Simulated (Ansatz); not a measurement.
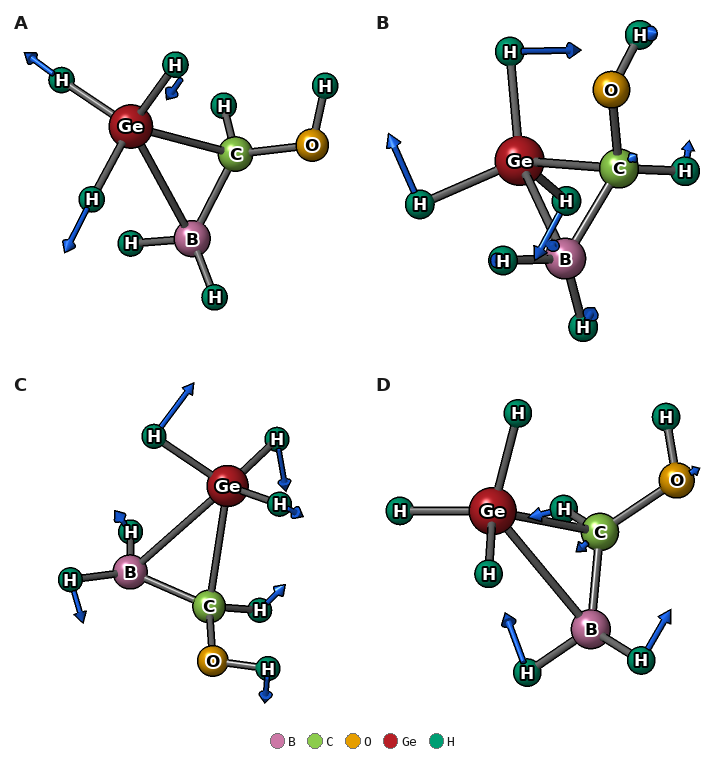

4 normal modes of one molecule or complex, as arrows. Harmonic vibrations computed with RKS PBE0-D4/def2-TZVP (Ansatz 0.2.0) at a stationary point of the same level.

Match the panels to the wavenumbers 147 cm⁻¹, 465 cm⁻¹, 1169 cm⁻¹, 2162 cm⁻¹.

Answer. A: 2162 cm⁻¹, out-of-phase stretching of 3 Ge–H bonds
B: 147 cm⁻¹
C: 465 cm⁻¹, angle bending
D: 1169 cm⁻¹
